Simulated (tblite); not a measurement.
# C3H12NPSi: geometry relaxation (part 3 of 4)

C3H12NPSi; GFN2-xTB geometry optimisation, gas phase (tblite 0.8.0). It belongs to a series of runs on one base structure; here: H on N replaced by C2H5.

Geometry of the input (Å):
```
C  -1.9874  -0.9589  -0.3004
C  -0.8517  -0.2122  -0.9913
N  0.0787  0.4768  -0.0545
C  -0.6034  1.6453  0.5364
Si 1.3447  -0.3269  0.7743
P  2.8451  -0.9378  -0.7273
H  -2.6495  -0.2675  0.2442
H  -2.6018  -1.4591  -1.0482
H  -1.6249  -1.7195  0.3985
H  -0.2949  -0.9335  -1.5967
H  -1.2664  0.5013  -1.7003
H  0.1216  2.3492  0.9505
H  -1.1946  2.1968  -0.1845
H  -1.2654  1.3389  1.3594
H  1.9620  0.6380  1.7158
H  0.7873  -1.4933  1.4954
H  3.9059  -1.1881  0.1842
H  3.2860  0.3569  -1.0674
```

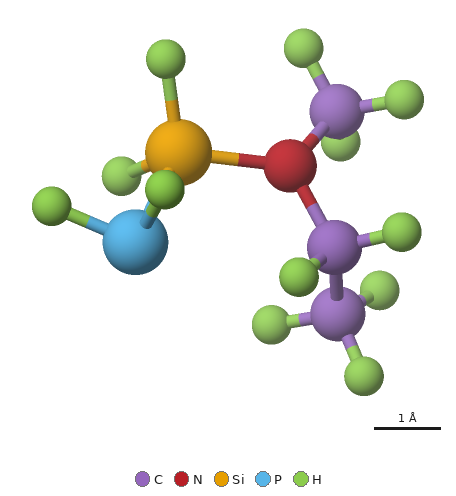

Figure 1. The geometry at step 76 of the log (ball-and-stick view, seen at a tilt).

### Trajectory as extended XYZ, continued
```
18
Properties=species:S:1:pos:R:3:forces:R:3 step=61 energy=-536.99000
C    -1.8654   -0.9965   -0.4513    0.0330   0.0040  -0.0310
C    -0.7435   -0.0999   -0.9748    0.0280   0.0410  -0.0140
N    -0.0030    0.5837    0.0607    0.0180   0.0240   0.0170
C    -0.7530    1.6095    0.7414   -0.0090  -0.0090   0.0150
Si    1.3888   -0.0821    0.8092    0.0170   0.0150   0.0120
P     2.4500   -1.2745   -0.7597    0.0170  -0.0290  -0.0310
H    -2.6913   -0.4078   -0.0579    0.0320  -0.0070   0.0220
H    -2.2431   -1.6143   -1.2609   -0.0240  -0.0220  -0.0010
H    -1.4825   -1.6416    0.3363   -0.0090  -0.0110  -0.0130
H    -0.0324   -0.7059   -1.5446    0.0050  -0.0260   0.0250
H    -1.1628    0.6501   -1.6555   -0.0240   0.0310  -0.0170
H    -0.1036    2.1140    1.4515   -0.0320   0.0240  -0.0160
H    -1.1291    2.3423    0.0210    0.0060  -0.0440   0.0100
H    -1.6022    1.1939    1.2908   -0.0110   0.0290   0.0300
H     2.1637    1.0659    1.2967    0.0010   0.0180  -0.0060
H     1.1770   -0.9849    1.9603   -0.0270  -0.0120  -0.0150
H     3.5278   -1.5535    0.0543    0.0070  -0.0030   0.0160
H     3.0959   -0.1922   -1.3290   -0.0290  -0.0210  -0.0030
18
Properties=species:S:1:pos:R:3:forces:R:3 step=63 energy=-536.99129
C    -1.8609   -0.9964   -0.4564    0.0180   0.0040  -0.0130
C    -0.7417   -0.0920   -0.9768   -0.0120  -0.0090  -0.0150
N    -0.0039    0.5874    0.0628    0.0070  -0.0080  -0.0130
C    -0.7578    1.6057    0.7486    0.0030  -0.0030   0.0180
Si    1.3907   -0.0736    0.8088    0.0490  -0.0110  -0.0120
P     2.4475   -1.2884   -0.7497   -0.0270  -0.0280  -0.0160
H    -2.6880   -0.4093   -0.0597    0.0520  -0.0460  -0.0100
H    -2.2357   -1.6181   -1.2660   -0.0190   0.0280   0.0180
H    -1.4777   -1.6432    0.3309    0.0000   0.0180  -0.0300
H    -0.0306   -0.6945   -1.5509    0.0080  -0.0080   0.0300
H    -1.1661    0.6609   -1.6523   -0.0080   0.0110  -0.0050
H    -0.1088    2.1059    1.4614   -0.0330   0.0460  -0.0010
H    -1.1328    2.3399    0.0305   -0.0110  -0.0130   0.0050
H    -1.6072    1.1871    1.2953   -0.0090   0.0170   0.0280
H     2.1658    1.0828    1.2771    0.0060   0.0000   0.0070
H     1.1779   -0.9699    1.9657   -0.0140   0.0050  -0.0190
H     3.5273   -1.5573    0.0644    0.0160   0.0040   0.0180
H     3.0933   -0.2206   -1.3451   -0.0270  -0.0070   0.0120
18
Properties=species:S:1:pos:R:3:forces:R:3 step=66 energy=-536.99278
C    -1.8543   -0.9961   -0.4619   -0.0060  -0.0100   0.0060
C    -0.7386   -0.0868   -0.9786   -0.0010  -0.0140   0.0160
N    -0.0044    0.5881    0.0670   -0.0130  -0.0010   0.0110
C    -0.7624    1.6021    0.7552   -0.0020   0.0200  -0.0040
Si    1.3968   -0.0675    0.8075   -0.0140  -0.0090  -0.0230
P     2.4421   -1.3007   -0.7449   -0.0010  -0.0190   0.0180
H    -2.6802   -0.4144   -0.0597   -0.0010   0.0070   0.0000
H    -2.2336   -1.6173   -1.2687   -0.0050   0.0240  -0.0200
H    -1.4728   -1.6436    0.3241    0.0420  -0.0090  -0.0130
H    -0.0227   -0.6876   -1.5480   -0.0020   0.0060  -0.0110
H    -1.1653    0.6694   -1.6508    0.0220  -0.0260   0.0040
H    -0.1163    2.1077    1.4663   -0.0180   0.0340   0.0100
H    -1.1374    2.3332    0.0348   -0.0260   0.0150  -0.0050
H    -1.6147    1.1881    1.3026    0.0330  -0.0160   0.0080
H     2.1692    1.0951    1.2659    0.0120  -0.0190   0.0100
H     1.1740   -0.9614    1.9641    0.0090   0.0130  -0.0060
H     3.5269   -1.5628    0.0681   -0.0110   0.0130  -0.0100
H     3.0848   -0.2392   -1.3547   -0.0200  -0.0090   0.0090
18
Properties=species:S:1:pos:R:3:forces:R:3 step=68 energy=-536.99368
C    -1.8515   -0.9967   -0.4636    0.0060  -0.0070  -0.0040
C    -0.7375   -0.0862   -0.9782    0.0280   0.0210   0.0150
N    -0.0054    0.5878    0.0696   -0.0050   0.0310   0.0230
C    -0.7644    1.6023    0.7576   -0.0080   0.0170  -0.0150
Si    1.4003   -0.0647    0.8045   -0.0470   0.0150   0.0080
P     2.4390   -1.3091   -0.7412    0.0130   0.0010  -0.0010
H    -2.6758   -0.4169   -0.0588   -0.0290   0.0340   0.0290
H    -2.2343   -1.6124   -1.2716   -0.0030  -0.0090  -0.0410
H    -1.4662   -1.6453    0.3186    0.0350  -0.0340   0.0010
H    -0.0188   -0.6840   -1.5468   -0.0060  -0.0050  -0.0170
H    -1.1630    0.6708   -1.6495    0.0130  -0.0210  -0.0060
H    -0.1214    2.1142    1.4676   -0.0050   0.0110  -0.0060
H    -1.1435    2.3306    0.0360   -0.0200   0.0060  -0.0010
H    -1.6148    1.1873    1.3074    0.0350  -0.0190   0.0040
H     2.1698    1.0991    1.2672    0.0120  -0.0320  -0.0050
H     1.1722   -0.9565    1.9604    0.0150   0.0000   0.0150
H     3.5281   -1.5641    0.0680   -0.0100   0.0070  -0.0010
H     3.0786   -0.2498   -1.3589   -0.0240  -0.0180   0.0010
18
Properties=species:S:1:pos:R:3:forces:R:3 step=71 energy=-536.99521
C    -1.8444   -0.9985   -0.4702    0.0090   0.0150   0.0040
C    -0.7340   -0.0790   -0.9779   -0.0010   0.0100  -0.0150
N    -0.0079    0.5947    0.0742    0.0130   0.0210  -0.0300
C    -0.7713    1.6035    0.7658   -0.0030  -0.0080  -0.0040
Si    1.4022   -0.0550    0.7996   -0.0070   0.0020   0.0420
P     2.4316   -1.3332   -0.7270   -0.0250   0.0190   0.0060
H    -2.6680   -0.4202   -0.0578    0.0050  -0.0230   0.0260
H    -2.2294   -1.6076   -1.2843    0.0200   0.0170   0.0070
H    -1.4479   -1.6517    0.3041   -0.0200  -0.0190  -0.0220
H    -0.0152   -0.6711   -1.5531    0.0150   0.0060   0.0160
H    -1.1618    0.6780   -1.6463   -0.0100   0.0100  -0.0220
H    -0.1350    2.1208    1.4786    0.0250  -0.0030  -0.0390
H    -1.1592    2.3292    0.0461   -0.0270  -0.0020   0.0130
H    -1.6119    1.1757    1.3193   -0.0130  -0.0050  -0.0010
H     2.1759    1.1109    1.2508    0.0190  -0.0350  -0.0110
H     1.1751   -0.9353    1.9637    0.0160  -0.0080   0.0310
H     3.5278   -1.5646    0.0780    0.0000   0.0000   0.0140
H     3.0647   -0.2900   -1.3753   -0.0190   0.0030  -0.0130
18
Properties=species:S:1:pos:R:3:forces:R:3 step=73 energy=-536.99666
C    -1.8367   -0.9988   -0.4763   -0.0080   0.0170   0.0160
C    -0.7300   -0.0705   -0.9792   -0.0420  -0.0240  -0.0250
N    -0.0085    0.6043    0.0754    0.0130  -0.0150  -0.0560
C    -0.7785    1.6039    0.7726    0.0050  -0.0140   0.0120
Si    1.3998   -0.0484    0.8003    0.0350  -0.0370   0.0170
P     2.4225   -1.3508   -0.7142   -0.0360   0.0080   0.0470
H    -2.6611   -0.4250   -0.0540    0.0500  -0.0690  -0.0060
H    -2.2222   -1.6034   -1.2956    0.0310   0.0580   0.0460
H    -1.4341   -1.6592    0.2902   -0.0370   0.0070  -0.0400
H    -0.0099   -0.6594   -1.5569    0.0230   0.0240   0.0300
H    -1.1615    0.6852   -1.6461   -0.0120   0.0190  -0.0220
H    -0.1444    2.1247    1.4850    0.0320  -0.0020  -0.0430
H    -1.1750    2.3283    0.0565   -0.0350  -0.0070   0.0170
H    -1.6112    1.1651    1.3297   -0.0210   0.0070  -0.0110
H     2.1881    1.1148    1.2264    0.0280  -0.0050   0.0140
H     1.1791   -0.9182    1.9741    0.0090   0.0040   0.0230
H     3.5248   -1.5640    0.0899   -0.0200   0.0040  -0.0060
H     3.0500   -0.3224   -1.3893   -0.0150   0.0240  -0.0120
18
Properties=species:S:1:pos:R:3:forces:R:3 step=76 energy=-537.00079
C    -1.8147   -0.9967   -0.4862   -0.0080  -0.0240  -0.0020
C    -0.7175   -0.0548   -0.9805   -0.0140  -0.0110  -0.0020
N    -0.0072    0.6275    0.0771    0.0080  -0.0330  -0.0080
C    -0.7963    1.6084    0.7812    0.0200   0.0140   0.0110
Si    1.3938   -0.0411    0.8091    0.0030  -0.0310  -0.0440
P     2.3933   -1.3833   -0.6849   -0.0160  -0.0330   0.0390
H    -2.6340   -0.4452   -0.0276    0.0520  -0.0230  -0.0190
H    -2.2112   -1.5709   -1.3202   -0.0060   0.0240   0.0090
H    -1.4006   -1.6875    0.2457   -0.0090   0.0130  -0.0090
H     0.0187   -0.6362   -1.5449   -0.0140   0.0080  -0.0280
H    -1.1508    0.6943   -1.6546   -0.0060   0.0100   0.0050
H    -0.1607    2.1587    1.4704    0.0110  -0.0220  -0.0180
H    -1.2326    2.3146    0.0690   -0.0020  -0.0370   0.0050
H    -1.6068    1.1519    1.3592    0.0340   0.0130  -0.0110
H     2.2259    1.0996    1.1957    0.0270   0.0800   0.0550
H     1.1783   -0.8954    1.9926   -0.0190   0.0070   0.0470
H     3.5173   -1.5602    0.0998   -0.0460   0.0090  -0.0210
H     2.9961   -0.3774   -1.4127   -0.0140   0.0380  -0.0100
18
Properties=species:S:1:pos:R:3:forces:R:3 step=78 energy=-537.00197
C    -1.8110   -0.9975   -0.4895    0.0200  -0.0100  -0.0170
C    -0.7168   -0.0521   -0.9814    0.0190   0.0130  -0.0010
N    -0.0069    0.6283    0.0780    0.0050  -0.0010   0.0140
C    -0.7981    1.6069    0.7845    0.0150  -0.0130  -0.0150
Si    1.3991   -0.0338    0.8079   -0.0080   0.0020  -0.0070
P     2.3854   -1.3940   -0.6775   -0.0040   0.0360  -0.0190
H    -2.6306   -0.4518   -0.0296    0.0060   0.0240   0.0160
H    -2.2072   -1.5670   -1.3247   -0.0180  -0.0180  -0.0350
H    -1.3956   -1.6891    0.2390    0.0100  -0.0170   0.0130
H     0.0218   -0.6290   -1.5467   -0.0170  -0.0050  -0.0370
H    -1.1506    0.6988   -1.6540   -0.0070   0.0010   0.0150
H    -0.1645    2.1576    1.4739    0.0250  -0.0130  -0.0030
H    -1.2388    2.3124    0.0749    0.0090  -0.0260  -0.0120
H    -1.6079    1.1476    1.3603    0.0310  -0.0010   0.0080
H     2.2304    1.1109    1.1990   -0.0050   0.0270   0.0170
H     1.1823   -0.8816    1.9965   -0.0160   0.0090   0.0450
H     3.5145   -1.5664    0.0986   -0.0250   0.0080  -0.0010
H     2.9861   -0.3938   -1.4209   -0.0390  -0.0140   0.0210
18
Properties=species:S:1:pos:R:3:forces:R:3 step=81 energy=-537.00414
C    -1.7983   -0.9999   -0.4985    0.0050   0.0040  -0.0010
C    -0.7110   -0.0430   -0.9854    0.0090  -0.0210  -0.0150
N    -0.0033    0.6376    0.0754    0.0090  -0.0240  -0.0110
C    -0.8006    1.6058    0.7880    0.0110  -0.0240  -0.0120
Si    1.4018   -0.0208    0.8102    0.0100   0.0360   0.0840
P     2.3657   -1.4131   -0.6540   -0.0260  -0.0060  -0.0460
H    -2.6092   -0.4610   -0.0146    0.0010   0.0070  -0.0030
H    -2.2065   -1.5500   -1.3425   -0.0050  -0.0010   0.0120
H    -1.3760   -1.7072    0.2123    0.0110   0.0020  -0.0240
H     0.0258   -0.6154   -1.5580    0.0130   0.0110  -0.0260
H    -1.1514    0.7082   -1.6537   -0.0060  -0.0020   0.0260
H    -0.1636    2.1682    1.4639    0.0150   0.0160   0.0050
H    -1.2695    2.2973    0.0837    0.0340  -0.0010  -0.0280
H    -1.5920    1.1352    1.3781    0.0090  -0.0180   0.0440
H     2.2367    1.1257    1.2090   -0.0530  -0.0380  -0.0380
H     1.1860   -0.8603    2.0084   -0.0220   0.0330   0.0150
H     3.5074   -1.5632    0.1049    0.0040   0.0060   0.0150
H     2.9493   -0.4378   -1.4388   -0.0170   0.0200   0.0040
18
Properties=species:S:1:pos:R:3:forces:R:3 step=83 energy=-537.00596
C    -1.7875   -1.0017   -0.5051   -0.0250   0.0100   0.0130
C    -0.7053   -0.0382   -0.9901   -0.0180  -0.0340  -0.0130
N     0.0011    0.6432    0.0710    0.0030  -0.0470  -0.0110
C    -0.8001    1.6038    0.7884    0.0110  -0.0040   0.0210
Si    1.3987   -0.0173    0.8179   -0.0020  -0.0030   0.0590
P     2.3531   -1.4227   -0.6388   -0.0400  -0.0810   0.0230
H    -2.5872   -0.4663    0.0022   -0.0040  -0.0100  -0.0280
H    -2.2105   -1.5339   -1.3548    0.0090   0.0120   0.0580
H    -1.3603   -1.7224    0.1898    0.0200   0.0030  -0.0490
H     0.0286   -0.6056   -1.5710    0.0350   0.0250  -0.0120
H    -1.1544    0.7142   -1.6509    0.0010   0.0040   0.0120
H    -0.1584    2.1808    1.4487   -0.0090   0.0180  -0.0130
H    -1.2928    2.2812    0.0864    0.0410  -0.0010  -0.0160
H    -1.5727    1.1267    1.3989    0.0150  -0.0110   0.0280
H     2.2382    1.1271    1.2059   -0.0370  -0.0140  -0.0230
H     1.1790   -0.8487    2.0232   -0.0190   0.0510  -0.0140
H     3.5013   -1.5504    0.1154    0.0010   0.0010  -0.0120
H     2.9204   -0.4635   -1.4488    0.0170   0.0810  -0.0230
18
Properties=species:S:1:pos:R:3:forces:R:3 step=86 energy=-537.00900
C    -1.7766   -1.0035   -0.5095   -0.0090  -0.0120   0.0060
C    -0.6979   -0.0396   -0.9943    0.0060   0.0280   0.0090
N     0.0069    0.6384    0.0701   -0.0220   0.0130   0.0280
C    -0.7950    1.6001    0.7865   -0.0030   0.0200   0.0150
Si    1.3940   -0.0238    0.8328   -0.0340  -0.0400  -0.0390
P     2.3385   -1.4312   -0.6309   -0.0040  -0.0160   0.0440
H    -2.5612   -0.4703    0.0213   -0.0210  -0.0010  -0.0030
H    -2.2195   -1.5127   -1.3609   -0.0160  -0.0310   0.0100
H    -1.3423   -1.7411    0.1611    0.0210  -0.0180  -0.0190
H     0.0391   -0.5950   -1.5835    0.0060   0.0040   0.0050
H    -1.1545    0.7164   -1.6444    0.0110   0.0240  -0.0220
H    -0.1516    2.2050    1.4220   -0.0090  -0.0190  -0.0410
H    -1.3093    2.2539    0.0765    0.0260  -0.0140   0.0340
H    -1.5463    1.1243    1.4267    0.0310   0.0130  -0.0240
H     2.2389    1.1178    1.2044   -0.0010   0.0240   0.0110
H     1.1505   -0.8353    2.0439    0.0060   0.0200   0.0020
H     3.4938   -1.5353    0.1164    0.0170  -0.0200  -0.0310
H     2.8838   -0.4618   -1.4499   -0.0040   0.0260   0.0160
18
Properties=species:S:1:pos:R:3:forces:R:3 step=88 energy=-537.00978
C    -1.7762   -1.0041   -0.5092    0.0020  -0.0090  -0.0080
C    -0.6961   -0.0404   -0.9934   -0.0020   0.0130  -0.0020
N     0.0070    0.6366    0.0723   -0.0110   0.0100   0.0050
C    -0.7933    1.6012    0.7849   -0.0020   0.0040  -0.0020
Si    1.3931   -0.0263    0.8347   -0.0080   0.0030  -0.0020
P     2.3330   -1.4307   -0.6329    0.0130   0.0250  -0.0060
H    -2.5602   -0.4710    0.0234   -0.0010  -0.0110   0.0000
H    -2.2217   -1.5117   -1.3601   -0.0150  -0.0250  -0.0030
H    -1.3401   -1.7454    0.1564    0.0100  -0.0040  -0.0050
H     0.0432   -0.5960   -1.5801   -0.0110   0.0010   0.0030
H    -1.1507    0.7150   -1.6464    0.0140   0.0170  -0.0060
H    -0.1500    2.2097    1.4149    0.0150   0.0020  -0.0140
H    -1.3080    2.2491    0.0715    0.0030   0.0110   0.0210
H    -1.5421    1.1276    1.4278    0.0050   0.0060  -0.0030
H     2.2398    1.1144    1.2151   -0.0240  -0.0050  -0.0140
H     1.1477   -0.8335    2.0466    0.0000  -0.0010   0.0180
H     3.4916   -1.5390    0.1070    0.0300  -0.0210  -0.0110
H     2.8743   -0.4493   -1.4441   -0.0180  -0.0180   0.0260
18
Properties=species:S:1:pos:R:3:forces:R:3 step=91 energy=-537.01055
C    -1.7708   -1.0066   -0.5151   -0.0050   0.0000  -0.0070
C    -0.6937   -0.0354   -0.9959   -0.0250  -0.0240  -0.0120
N     0.0065    0.6395    0.0727    0.0040  -0.0270  -0.0200
C    -0.7937    1.6011    0.7873    0.0090   0.0050   0.0010
Si    1.3898   -0.0243    0.8386    0.0210   0.0050   0.0200
P     2.3226   -1.4372   -0.6241    0.0200  -0.0090   0.0120
H    -2.5525   -0.4786    0.0271    0.0140  -0.0230  -0.0070
H    -2.2232   -1.5113   -1.3654    0.0150   0.0090   0.0100
H    -1.3285   -1.7529    0.1420    0.0010   0.0190  -0.0130
H     0.0470   -0.5884   -1.5836   -0.0080   0.0070   0.0030
H    -1.1470    0.7223   -1.6477    0.0010  -0.0030   0.0070
H    -0.1470    2.2138    1.4083    0.0200   0.0180   0.0210
H    -1.3149    2.2452    0.0772   -0.0250   0.0280  -0.0070
H    -1.5341    1.1248    1.4364   -0.0160   0.0090   0.0160
H     2.2386    1.1181    1.2102   -0.0210  -0.0060  -0.0150
H     1.1492   -0.8196    2.0602   -0.0080   0.0000  -0.0010
H     3.4899   -1.5445    0.1049    0.0000  -0.0050  -0.0220
H     2.8530   -0.4597   -1.4449    0.0010  -0.0030   0.0140
```
